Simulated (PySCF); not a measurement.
# C$_{4}$H$_{11}$BO$_{2}$: what the fields show

Input

```
{"job": {"kind": "sp", "xc": "wB97X", "basis": "ma-def2-SVP", "d3": "d3bj", "grid": 2}, "charge": 0, "multiplicity": 1}
C      2.663518     1.058214     0.328130
B      1.514831     0.018749     0.071477
O      1.842969    -1.264704    -0.274036
O      0.218884     0.432570     0.226328
C     -0.919847    -0.382524     0.030952
C     -2.004738     0.091131     0.979151
C     -1.352492    -0.332452    -1.425632
H      2.795495     1.196298     1.414553
H      3.625172     0.724200    -0.084878
H      2.409280     2.045282    -0.085211
H      1.091409    -1.856321    -0.375110
H     -0.679127    -1.433451     0.298067
H     -2.267698     1.137096     0.760189
H     -1.659297     0.036088     2.021355
H     -2.909574    -0.525884     0.877485
H     -2.246394    -0.952096    -1.591859
H     -1.589166     0.704013    -1.709891
H     -0.555712    -0.692865    -2.093337
```

Launched as:

```sh
OMP_NUM_THREADS=1 python redox_run.py task.json out
```

Geometry: PBE0-D3(BJ)/ma-def2-SVP.

Theory: DFT single point, gas phase, functional wB97X (PySCF 2.14.0, density-fitted response routines).

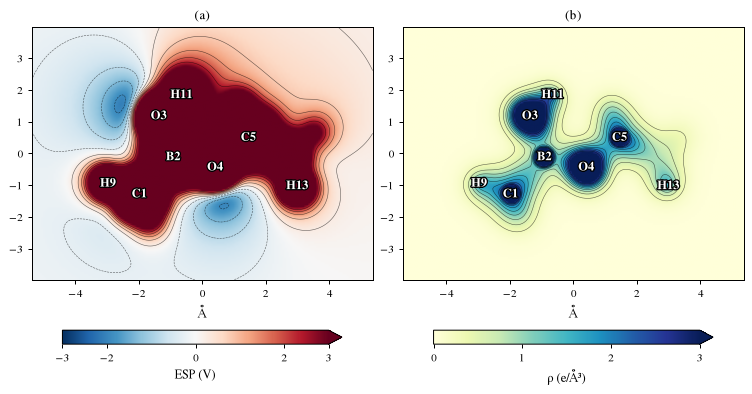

Figure 1. (a) molecular electrostatic potential; (b) total electron density on the plane of atoms B2, O3 and H11.

### What does the map show?

The plane passes through C, B, O and H nuclei. B–O (1.37 Å): the density is about 2.1 e/Å³ at the midpoint. C–O (1.41 Å): ρ at the midpoint is about 2 e/Å³, with its minimum of 1.7 e/Å³ about 0.5 Å from C. C–B (1.57 Å): ρ is about 1.4 e/Å³ halfway. O–H (0.96 Å): the density is about 3.7 e/Å³ at the midpoint. C–H (1.10 Å): ρ at the midpoint is about 1.9 e/Å³. Outside the dense part of the molecule the potential is most negative (−2.0 V) near O3.

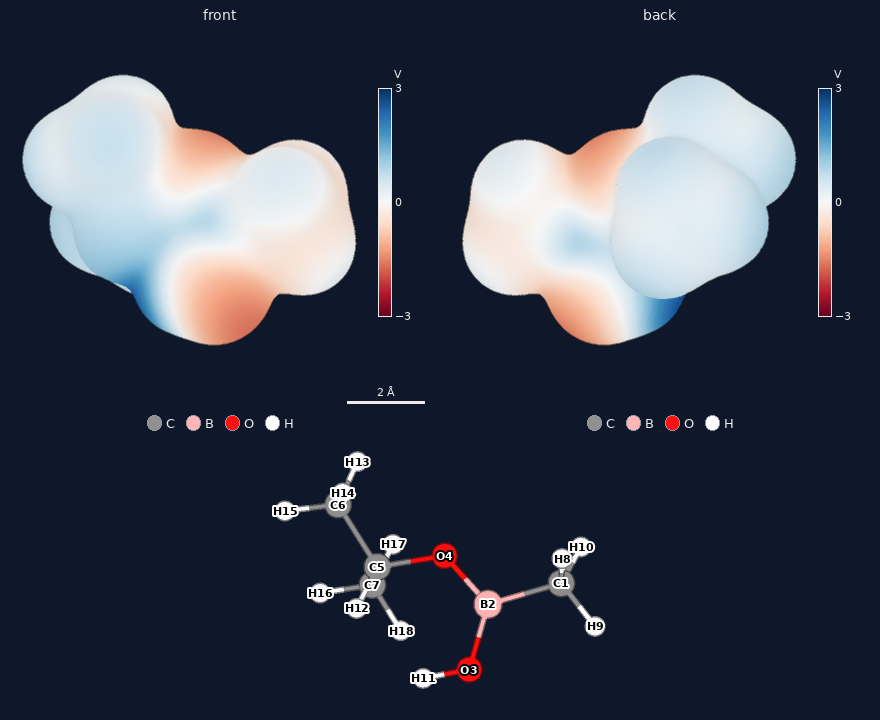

Figure 2. The electrostatic potential painted on the density surface at 0.002 e/bohr³, seen from the front and from behind; red is negative and blue positive. The bare structure is drawn below in the same view.

### Where is the surface potential most negative and most positive?

The most negative region (about −1.5 V, or −35 kcal/mol for a unit charge) lies over O3, the most positive (about +2.5 V, or +58 kcal/mol for a unit charge) over H11. O3 is the likeliest acceptor of a hydrogen bond.

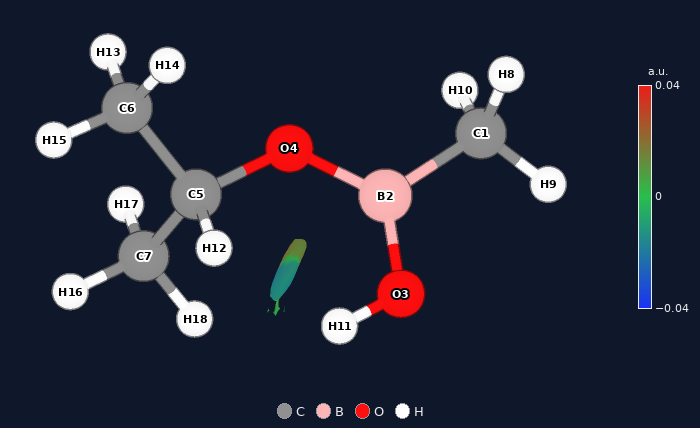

Figure 3. Non-covalent interaction (NCI) plot: the surface where the reduced density gradient is 0.5, for densities under 0.05 a.u., coloured by sign(λ₂)ρ; seen at a tilt.

### Which non-covalent interactions does the plot reveal?

Between H11 and O3 on one side and H12 and C5 on the other: a weak contact, attractive (blue-green) on one side and crowded (olive to red) on the other.
